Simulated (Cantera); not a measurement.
Feed: 1 mol FeCl₂, 0.31 mol H₂, 150 mol N₂, equilibrated at 0.100 bar.

Method: chemical equilibrium by Gibbs-energy minimisation in Cantera with the NASA 1993 tables (ideal gas, pure condensed phases). Candidate condensed phases: Fe, FeCl₂, FeCl₃, NH₄Cl; 18 gas species. Rates play no part.

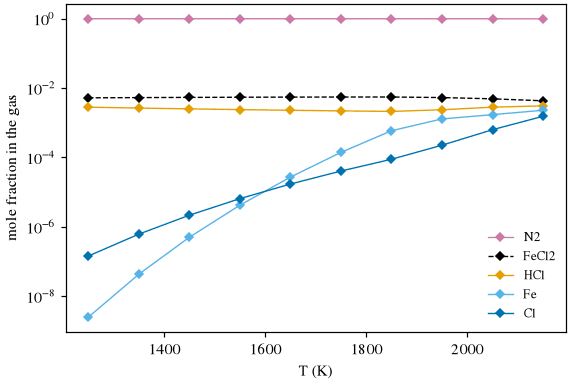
*Equilibrium gas composition (values under 1e-9 drawn at 1e-9)*

**Question.** Read off the mole fractions at 1250 K.

**Answer.** N₂ about 0.99, FeCl₂ about 0.0052, HCl about 0.0028, Cl about 1.4e-7.
